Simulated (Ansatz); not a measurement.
# TiAl3: two normal modes frozen in, part 2 of 3

How does the energy of TiAl3 (Pm-3m, No. 221; 8 atoms in the cell) change over two coordinates at once? A grid of runs gives the map.

Ansatz 0.2.0; DFT PBEsol, scalar-relativistic, plane waves, PAW. The steps go on from the part before.

### Step 4. Reference cell: the relaxed cell repeated 2 times

input.yaml reads:

```yaml
crystal:
  lattice:
    - [-3.9479576782, 0.0, 0.0]
    - [0.0, 3.9479576782, 3.9479576782]
    - [0.0, 3.9479576782, -3.9479576782]
  atoms:
    - { symbol: Ti, position: [0.0, 0.0, 0.0] }
    - { symbol: Ti, position: [0.0, 0.5, 0.5] }
    - { symbol: Al, position: [0.5, 0.75, 0.75] }
    - { symbol: Al, position: [0.5, 0.25, 0.25] }
    - { symbol: Al, position: [0.5, 0.75, 0.25] }
    - { symbol: Al, position: [0.5, 0.25, 0.75] }
    - { symbol: Al, position: [1.0, 0.5, 0.0] }
    - { symbol: Al, position: [1.0, 0.0, 0.5] }
basis:
  ecutwfc: 520.0
kpoints:
  mp_grid: { grid: [10, 8, 8] }
hamiltonian:
  xc: pbesol
  pseudopotentials: { kind: paw, azcp: { folder: soft_1 } }
scf:
  occupations: { method: gaussian, width: 0.15 }
output:
  forces: true
  stress: true
  eigenvalues: true
```

Started as:

```bash
$ ansatz run input.yaml --threads 4 --pin off --max-ram 8192MiB --backend cpu --events-out ev --progress --plain --runs-dir out
```

Log, shortened:

```text
[...]
SCF converged after 7 iterations
Free energy (F): -8098.142077 eV
[...]
E sigma→0 (E₀):  -8098.117132 eV
Entropy (-TS):   -0.049891 eV (-6.236 meV/atom)
Fermi energy:    10.439741 eV
[...]
--- Forces (eV/Å), atoms counted from 1 ---
  atom   1  Ti     0.00000000     0.00000000     0.00000000
  atom   2  Ti     0.00000000     0.00000000     0.00000000
  atom   3  Al    -0.00000000     0.00000000     0.00000000
[...]
  atom   5  Al     0.00000000     0.00000000    -0.00000000
  atom   6  Al     0.00000000     0.00000000     0.00000000
  atom   7  Al    -0.00000000     0.00000000     0.00000000
  atom   8  Al     0.00000000     0.00000000     0.00000000
[...]
--- Stress (GPa, compression-positive) ---
       -0.084354      -0.000000      -0.000000
       -0.000000       0.109451      -0.000000
        0.000000       0.000000       0.109451
  P = ⅓ Tr σ = 0.0448 GPa (0.448 kbar)
--- Band table (eV; the first three rows and the last of 90) ---
[...]
```

Wall time 6.8 s (4 threads of Arm Neoverse V1, shared host); peak memory 0.68 GiB.

### Step 5. Zone-centre phonons by finite displacements

Edit input.yaml of step 4 so:

```diff
@@ -24,4 +24,8 @@
 output:
-  forces: true
-  stress: true
   eigenvalues: true
+phonons:
+  method: fd
+  supercell: [1, 1, 1]
+  amplitude: 0.02
+  eigenvectors: true
+  dielectric: false
```

Started as:

```bash
$ ansatz run input.yaml --threads 4 --pin off --max-ram 8192MiB --backend cpu --events-out ev --progress --plain --runs-dir out
```

Log, shortened:

```text
Warning: <dir> the record states the generating functional pbe (its physics header spells it `PBE`), which answers neither for hamiltonian.xc's functional nor for the pbesol family's — results may be inconsistent (PPs are generated against a specific XC)
[...]
Warning: RAYON_NUM_THREADS=4 ignored (pool sized by the plan → 4); use --threads N
[...]
[... 4 set-up lines as earlier in the session ...]
[...]
  ASR residual: 2.150e-3 → 0.000e0 eV/Å²; symmetrization residual: 5.788e-4 eV/Å²
  largest component of a force at the reference: 2.3e-30 eV/Å
  ASR residual per site (eV/Å²): 2.15e-3 2.15e-3 6.40e-4 6.40e-4 6.40e-4 6.40e-4 1.60e-3 1.60e-3
  Γ frequencies (cm⁻¹): 0.00 0.00 0.00 173.26 173.26 195.91 218.21 218.39 263.43 263.43 263.61 266.96 270.15 270.15 279.65 279.90 279.90 300.57 316.50 316.50 352.75 352.75 352.75 353.97
  density of states and harmonic sums: on the 16×11×11 q-mesh, interpolated from the force constants of a 1×1×1 supercell (no non-analytic term)
  largest difference from the sums on the solved wave vectors: F 4.26e-1 eV, S 6.84e-4 and C_V 2.58e-4 eV/K
[...]
```

It took 90 s on 4 threads of Arm Neoverse V1, shared host; peak memory 1.1 GiB.

Wavenumbers in cm⁻¹, from the file of eigenvectors (i: imaginary; no LO–TO term): 1: 0, 2: 0, 3: 0, 4: 173, 5: 173, 6: 196, 7: 218, 8: 218, 9: 263, 10: 263, 11: 264, 12: 267, 13: 270, 14: 270, 15: 280, 16: 280, 17: 280, 18: 301, 19: 316, 20: 316, 21: 353, 22: 353, 23: 353, 24: 354. The cell doubles the primitive one, so its zone centre also holds the primitive cell's point q = (0, 1/2, 1/2). Three modes near zero are the rigid translations.

### Step 6. Setting up the map

The energy is mapped over two normal modes frozen in (zone-centre modes of the cell shown, which folds in the wave vector (0, 1/2, 1/2) of the primitive cell).

The axes are (1) amplitude of mode 4 (173 cm⁻¹), largest displacement: 11 values from −0.134 Å; (2) amplitude of mode 18 (301 cm⁻¹), largest displacement: 11 values from −0.183 Å.

Nothing else is relaxed (the cell and all other modes fixed). Energies count from the relaxed high-symmetry cell. Points are written as (first, second).

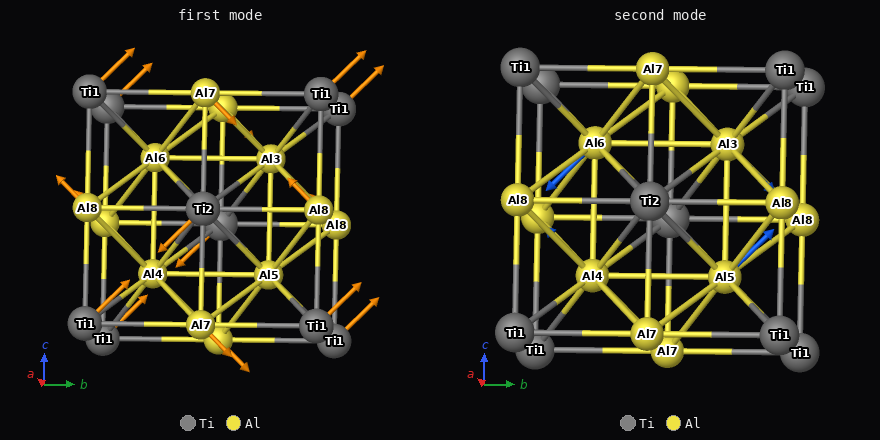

The reference structure; its two panels give the patterns of the first and the second mode as arrows.

Displacement patterns for an amplitude of 1 (Å):

```csv
atom,x1,y1,z1,x2,y2,z2
Ti1,0.000,1.000,0.000,0.000,0.000,0.000
Ti2,0.000,-1.000,0.000,0.000,0.000,0.000
Al3,0.000,0.000,0.000,0.000,0.000,1.000
Al4,0.000,0.000,0.000,0.000,0.000,-1.000
Al5,0.000,0.000,0.000,0.000,1.000,0.000
Al6,0.000,0.000,0.000,0.000,-1.000,0.000
Al7,0.000,0.000,0.677,0.000,0.000,0.000
Al8,0.000,0.000,-0.677,0.000,0.000,0.000
```

Below, 8 of the grid's runs; all are launched alike.

### Step 7. Grid point (−0.107 Å, −0.037 Å)

input.yaml reads:

```yaml
crystal:
  lattice:
    - [-3.9479576782, 0.0, 0.0]
    - [0.0, 3.9479576782, 3.9479576782]
    - [0.0, 3.9479576782, -3.9479576782]
  atoms:
    - { symbol: Ti, position: [0.0, -0.01357664, -0.01357664] }
    - { symbol: Ti, position: [0.0, 0.51357664, 0.51357664] }
    - { symbol: Al, position: [0.5, 0.745364692, 0.754635308] }
    - { symbol: Al, position: [0.5, 0.254635308, 0.245364692] }
    - { symbol: Al, position: [0.5, 0.745364692, 0.245364692] }
    - { symbol: Al, position: [0.5, 0.254635308, 0.754635308] }
    - { symbol: Al, position: [1.0, 0.4908019765, 0.0091980235] }
    - { symbol: Al, position: [1.0, 0.0091980235, 0.4908019765] }
basis:
  ecutwfc: 520.0
kpoints:
  mp_grid: { grid: [10, 8, 8] }
hamiltonian:
  xc: pbesol
  pseudopotentials: { kind: paw, azcp: { folder: soft_1 } }
scf:
  occupations: { method: gaussian, width: 0.15 }
output:
  forces: true
  stress: true
  eigenvalues: true
  write_density: true
  write_potential: true
  elf: true
  volumetric_format: npy
```

Started as:

```bash
$ ansatz run input.yaml --threads 4 --pin off --max-ram 8192MiB --backend cpu --events-out ev --progress --plain --runs-dir out
```

Log:

```text
Warning: <dir> the record states the generating functional pbe (its physics header spells it `PBE`), which answers neither for hamiltonian.xc's functional nor for the pbesol family's — results may be inconsistent (PPs are generated against a specific XC)
Warning: <dir> the record states the generating functional pbe (its physics header spells it `PBE`), which answers neither for hamiltonian.xc's functional nor for the pbesol family's — results may be inconsistent (PPs are generated against a specific XC)
Warning: RAYON_NUM_THREADS=4 ignored (pool sized by the plan → 4); use --threads N
[... 7 set-up lines as earlier in the session ...]
Crystal: 8 atoms, lattice volume = 123.069 Å³
Basis set: ecut = 520 eV, 3299 PW (Γ), exchange–correlation on 60×90×90 points (8 copies of the dense FFT grid, shifted against one another)
Bands: 29, of which v1, the nominal top of the filled ones, is band 21 counted from 1 (20 counted from 0)
Symmetry: 4 space group operations
Space group: Amm2 (ITA 38), of the structure as read, at distance tolerance 5.0e-5 Å
k-points: 126 of 640 (time reversal used)
[... 10 set-up lines as earlier in the session ...]
SCF iter   1: F=—  HF=-8098.764020 eV  |F-HF|=—  |Δ(HF+E_count)|=         —  Δρ=3.08e-2  dr2=1.46e0  ethr=3.10e-3  ⟨swp⟩=6.3  Hψ=16274  notcnv=0
preconditioner: auto → Kerker (q_TF=auto, 2.281 Å⁻¹)  [metal: Δε(μ)=0.005 eV  Ē_g=5.372 eV  σ=0.150 eV  W_gap=0.02  n_scr=30 (ndim 8)  ℏωp=17.1 eV  f_vac=0.000  D(μ)=4.57/eV (n_scr^D=38)]
SCF iter   2: F=—  HF=-8098.359195 eV  |F-HF|=—  |Δ(HF+E_count)|=   4.05e-1  Δρ=1.94e-2  dr2=6.45e-1  ethr=3.10e-3  ⟨swp⟩=2.0  Hψ=5345  notcnv=0  defer=147
SCF iter   3: F=—  HF=-8098.045278 eV  |F-HF|=—  |Δ(HF+E_count)|=   3.14e-1  Δρ=2.05e-3  dr2=4.28e-3  ethr=1.53e-3  ⟨swp⟩=2.1  Hψ=5722  notcnv=0  defer=163
SCF iter   4: F=—  HF=-8098.043268 eV  |F-HF|=—  |Δ(HF+E_count)|=   2.01e-3  Δρ=4.97e-4  dr2=2.68e-4  ethr=1.02e-5  ⟨swp⟩=2.6  Hψ=5559  notcnv=0  defer=163
SCF iter   5: F=—  HF=-8098.043192 eV  |F-HF|=—  |Δ(HF+E_count)|=   7.64e-5  Δρ=5.77e-5  dr2=5.06e-6  ethr=6.38e-7  ⟨swp⟩=2.2  Hψ=5092  notcnv=0  defer=163
SCF iter   6: F=—  HF=-8098.043147 eV  |F-HF|=—  |Δ(HF+E_count)|=   4.50e-5  Δρ=1.09e-5  dr2=1.39e-7  ethr=1.21e-8  ⟨swp⟩=2.7  Hψ=5170  notcnv=0  defer=163
SCF iter   7: F=-8098.043147 eV  HF=-8098.043147 eV  |F-HF|=8.65e-9  |Δ(HF+E_count)|=   3.04e-8  Δρ=2.95e-6  dr2=1.04e-8  ethr=2.38e-10  ⟨swp⟩=12.4  Hψ=21641  notcnv=0
SCF 1 converged in 7 iterations: F = -8098.043147 eV  dr2 = 1.04e-8
SCF converged after 7 iterations
Free energy (F): -8098.043147 eV
Harris-Foulkes:  -8098.043147 eV  (|F-HF|=8.65e-9)
Internal energy: -8097.991111 eV  (E = F + TS)
E sigma→0 (E₀):  -8098.017129 eV
Entropy (-TS):   -0.052036 eV (-6.505 meV/atom)
Fermi energy:    10.415598 eV
--- Per-component energies (eV) ---
  E_band       = -291.888276
  E_kinetic    = 706.468316
  E_local      = -2486.851525  (includes V_loc(G=0)·N_el)
  E_nonlocal   = 188.415506
  E_hartree    = 1070.499346
  E_xc         = -458.900714
  E_vxc        = -471.187978  (∫ρ·V_xc dr)
  E_paw        = -4777.015923  (= ΣΔE_a)
  E_vpaw       = -369.735613  (= ΣTr[D̂ρ^β])
  E_aug_tail   = -0.000048  (compensation charges beyond the density's cutoff)
  E_ewald      = -2340.999672
  E_core_change = 0.393603  (= ΣΔE_core)
  E_smearing   = -0.052036  (= −TS)
  E_closure    = -0.000000  (closes the sum)
  Σ components = -8098.043147   (vs F -8098.043147, Δ=0.00e0)
--- Forces (eV/Å), atoms counted from 1 ---
  atom   1  Ti     0.00000000     0.55361319     0.01449017
  atom   2  Ti     0.00000000    -0.55361319     0.01449017
  atom   3  Al     0.00000000     0.00000000     0.30999579
  atom   4  Al     0.00000000     0.00000000    -0.34941331
  atom   5  Al     0.00000000     0.32804601    -0.00649644
  atom   6  Al     0.00000000    -0.32804601    -0.00649644
  atom   7  Al     0.00000000     0.00000000     0.20566111
  atom   8  Al     0.00000000     0.00000000    -0.18223878
  max |Σ_I F_I| component: 7.75e-6 eV/Å
--- Stress (GPa, compression-positive) ---
        0.204405       0.000000       0.000000
        0.000000       1.012908       0.000000
        0.000000       0.000000      -0.016008
  P = ⅓ Tr σ = 0.4004 GPa (4.004 kbar)
--- Band table (eV; the first three rows and the last of 126) ---
  k-point 0: bands = ["-46.2532", "-46.2513", "-22.6920", "-22.6830", "-22.6743", "-22.6729", "-22.6696", "-22.6606", "-0.4225", "3.1292", "4.2844", "4.2868", "5.3682", "7.3084", "7.3369", "8.2247", "8.2555", "8.2737", "9.1526", "9.1709", "10.5482", "10.6051", "10.6181", "10.9096", "11.2374", "11.3191", "11.5728", "11.6481", "13.9149"]
  k-point 1: bands = ["-46.2531", "-46.2513", "-22.6914", "-22.6824", "-22.6750", "-22.6728", "-22.6697", "-22.6612", "-0.3465", "2.7945", "4.2834", "4.3423", "5.8445", "6.9027", "7.1292", "8.1846", "8.2498", "8.7115", "9.0579", "9.2039", "10.5113", "10.5947", "10.6877", "10.9773", "11.2327", "11.4667", "11.6675", "11.7608", "13.8461"]
  k-point 2: bands = ["-46.2530", "-46.2515", "-22.6896", "-22.6811", "-22.6770", "-22.6725", "-22.6700", "-22.6628", "-0.1207", "2.1103", "4.4620", "4.5111", "6.2715", "6.5834", "6.7534", "8.2183", "8.2470", "8.8376", "9.3255", "9.4303", "10.3342", "10.4430", "10.6865", "10.9873", "11.3657", "11.4556", "12.2052", "12.3858", "13.6620"]
  k-point 125: bands = ["-46.2515", "-46.2512", "-22.6925", "-22.6916", "-22.6910", "-22.6827", "-22.6710", "-22.6578", "2.9342", "3.3015", "4.1819", "4.2878", "4.2922", "4.3779", "5.3741", "5.4075", "9.0926", "9.1561", "9.2018", "9.2658", "10.8626", "11.0833", "11.2831", "11.2842", "11.5344", "11.5437", "11.5624", "11.6699", "13.9702"]
```

Run time: 21 s. Hardware: 4 threads of Arm Neoverse V1, shared host; peak memory 0.78 GiB.

The maps below are laid out on this run's own conventional cell (a, b, c = 3.948, 7.896, 7.896 Å).

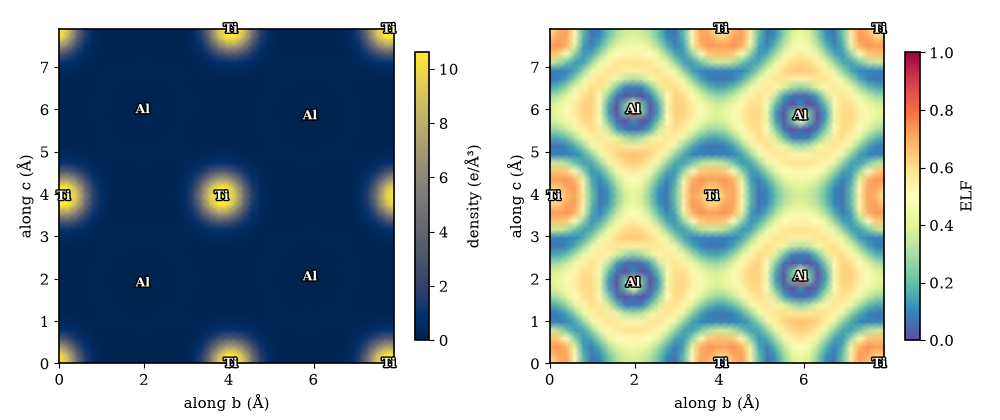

Density (left) and ELF (right) in a lattice plane of the grid's cell (edges 7.90 and 7.90 Å, at 0.000 of the third edge), which holds Ti and Al. Only atoms in the plane are labelled; the density scale stops at 10.61 e/Å³. Both are smooth fields of the valence electrons: close to the nuclei they are not physical.

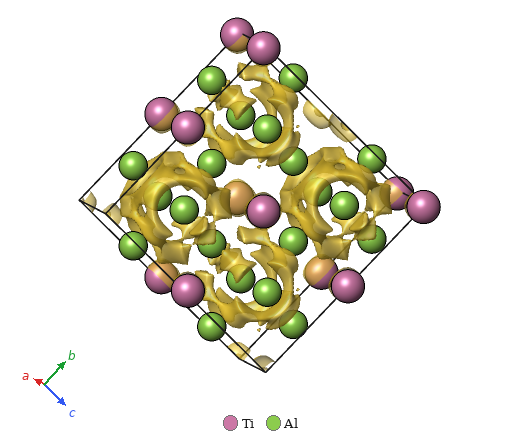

Surface of ELF = 0.66, drawn in one cell.

The highest ELF values outside the cores: 0.72 on the Al–Al line, 1.1 Å from Al.

Energy on the map's scale: 0.10 eV.

### Step 8. The run at (−0.134 Å, 0.000 Å)

input.yaml reads:

```yaml
crystal:
  lattice:
    - [-3.9479576782, 0.0, 0.0]
    - [0.0, 3.9479576782, 3.9479576782]
    - [0.0, 3.9479576782, -3.9479576782]
  atoms:
    - { symbol: Ti, position: [0.0, -0.0169708, -0.0169708] }
    - { symbol: Ti, position: [0.0, 0.5169708, 0.5169708] }
    - { symbol: Al, position: [0.5, 0.75, 0.75] }
    - { symbol: Al, position: [0.5, 0.25, 0.25] }
    - { symbol: Al, position: [0.5, 0.75, 0.25] }
    - { symbol: Al, position: [0.5, 0.25, 0.75] }
    - { symbol: Al, position: [1.0, 0.4885024707, 0.0114975293] }
    - { symbol: Al, position: [1.0, 0.0114975293, 0.4885024707] }
basis:
  ecutwfc: 520.0
kpoints:
  mp_grid: { grid: [10, 8, 8] }
hamiltonian:
  xc: pbesol
  pseudopotentials: { kind: paw, azcp: { folder: soft_1 } }
scf:
  occupations: { method: gaussian, width: 0.15 }
output:
  forces: true
  stress: true
  eigenvalues: true
```

Started as:

```bash
$ ansatz run input.yaml --threads 4 --pin off --max-ram 8192MiB --backend cpu --events-out ev --progress --plain --runs-dir out
```

Log, shortened:

```text
[...]
SCF converged after 7 iterations
Free energy (F): -8098.026401 eV
[...]
E sigma→0 (E₀):  -8098.000220 eV
Entropy (-TS):   -0.052363 eV (-6.545 meV/atom)
Fermi energy:    10.407979 eV
[...]
--- Forces (eV/Å), atoms counted from 1 ---
  atom   1  Ti     0.00000000     0.68359558     0.00000000
  atom   2  Ti     0.00000000    -0.68359558     0.00000000
  atom   3  Al    -0.00000000     0.00000000     0.00000000
[...]
  atom   5  Al     0.00000000     0.00000000     0.00000000
  atom   6  Al     0.00000000     0.00000000     0.00000000
  atom   7  Al     0.00000000     0.00000000     0.22594984
  atom   8  Al     0.00000000     0.00000000    -0.22594984
[...]
--- Stress (GPa, compression-positive) ---
        0.300955       0.000000       0.000000
        0.000000       1.330342       0.000000
        0.000000       0.000000      -0.267972
  P = ⅓ Tr σ = 0.4544 GPa (4.544 kbar)
--- Band table (eV; the first three rows and the last of 126) ---
[...]
```

Wall time 9.9 s (4 threads of Arm Neoverse V1, shared host); peak memory 0.77 GiB.

That is 0.12 eV from the zero.

### Step 9. The run at (−0.134 Å, −0.146 Å)

Edit input.yaml of step 8 so:

```diff
@@ -8,6 +8,6 @@
     - { symbol: Ti, position: [0.0, 0.5169708, 0.5169708] }
-    - { symbol: Al, position: [0.5, 0.75, 0.75] }
-    - { symbol: Al, position: [0.5, 0.25, 0.25] }
-    - { symbol: Al, position: [0.5, 0.75, 0.25] }
-    - { symbol: Al, position: [0.5, 0.25, 0.75] }
+    - { symbol: Al, position: [0.5, 0.7314587678, 0.7685412322] }
+    - { symbol: Al, position: [0.5, 0.2685412322, 0.2314587678] }
+    - { symbol: Al, position: [0.5, 0.7314587678, 0.2314587678] }
+    - { symbol: Al, position: [0.5, 0.2685412322, 0.7685412322] }
     - { symbol: Al, position: [1.0, 0.4885024707, 0.0114975293] }
```

Started as:

```bash
$ ansatz run input.yaml --threads 4 --pin off --max-ram 8192MiB --backend cpu --events-out ev --progress --plain --runs-dir out
```

Log, shortened:

```text
Warning: <dir> the record states the generating functional pbe (its physics header spells it `PBE`), which answers neither for hamiltonian.xc's functional nor for the pbesol family's — results may be inconsistent (PPs are generated against a specific XC)
[...]
Warning: RAYON_NUM_THREADS=4 ignored (pool sized by the plan → 4); use --threads N
[...]
[... 4 set-up lines as earlier in the session ...]
[...]
  atom   2  Ti     0.00000000    -0.70293887     0.08075226
  atom   3  Al     0.00000000     0.00000000     1.27875335
  atom   4  Al     0.00000000     0.00000000    -1.48599222
  atom   5  Al     0.00000000     1.37446164    -0.03787073
  atom   6  Al     0.00000000    -1.37446164    -0.03787073
  atom   7  Al     0.00000000     0.00000000     0.29975986
  atom   8  Al     0.00000000     0.00000000    -0.17830489
[...]
--- Stress (GPa, compression-positive) ---
        1.057285       0.000000       0.000000
        0.000000       3.112469       0.000000
        0.000000       0.000000       1.613221
  P = ⅓ Tr σ = 1.9277 GPa (19.277 kbar)
--- Band table (eV; the first three rows and the last of 126) ---
[...]
```

Wall time 15 s (4 threads of Arm Neoverse V1, shared host); peak memory 0.75 GiB.

Energy on the map's scale: 0.51 eV.

### Step 10. Point (−0.107 Å, 0.000 Å)

input.yaml reads:

```yaml
crystal:
  lattice:
    - [-3.9479576782, 0.0, 0.0]
    - [0.0, 3.9479576782, 3.9479576782]
    - [0.0, 3.9479576782, -3.9479576782]
  atoms:
    - { symbol: Ti, position: [0.0, -0.01357664, -0.01357664] }
    - { symbol: Ti, position: [0.0, 0.51357664, 0.51357664] }
    - { symbol: Al, position: [0.5, 0.75, 0.75] }
    - { symbol: Al, position: [0.5, 0.25, 0.25] }
    - { symbol: Al, position: [0.5, 0.75, 0.25] }
    - { symbol: Al, position: [0.5, 0.25, 0.75] }
    - { symbol: Al, position: [1.0, 0.4908019765, 0.0091980235] }
    - { symbol: Al, position: [1.0, 0.0091980235, 0.4908019765] }
basis:
  ecutwfc: 520.0
kpoints:
  mp_grid: { grid: [10, 8, 8] }
hamiltonian:
  xc: pbesol
  pseudopotentials: { kind: paw, azcp: { folder: soft_1 } }
scf:
  occupations: { method: gaussian, width: 0.15 }
output:
  forces: true
  stress: true
  eigenvalues: true
```

Started as:

```bash
$ ansatz run input.yaml --threads 4 --pin off --max-ram 8192MiB --backend cpu --events-out ev --progress --plain --runs-dir out
```

Log, shortened:

```text
[...]
SCF converged after 7 iterations
Free energy (F): -8098.067218 eV
[...]
E sigma→0 (E₀):  -8098.041418 eV
Entropy (-TS):   -0.051599 eV (-6.450 meV/atom)
Fermi energy:    10.419165 eV
[...]
--- Forces (eV/Å), atoms counted from 1 ---
  atom   1  Ti     0.00000000     0.55351943     0.00000000
  atom   2  Ti     0.00000000    -0.55351943     0.00000000
  atom   3  Al    -0.00000000     0.00000000     0.00000000
[...]
  atom   5  Al     0.00000000     0.00000000    -0.00000000
  atom   6  Al     0.00000000     0.00000000     0.00000000
  atom   7  Al     0.00000000     0.00000000     0.19331814
  atom   8  Al     0.00000000     0.00000000    -0.19331814
[...]
--- Stress (GPa, compression-positive) ---
        0.152214       0.000000       0.000000
        0.000000       0.905557       0.000000
        0.000000       0.000000      -0.128711
  P = ⅓ Tr σ = 0.3097 GPa (3.097 kbar)
--- Band table (eV; the first three rows and the last of 126) ---
[...]
```

Run time: 10 s. Hardware: 4 threads of Arm Neoverse V1, shared host; peak memory 0.77 GiB.

That is 0.07 eV from the zero.

(Continued in part 3 of 3.)
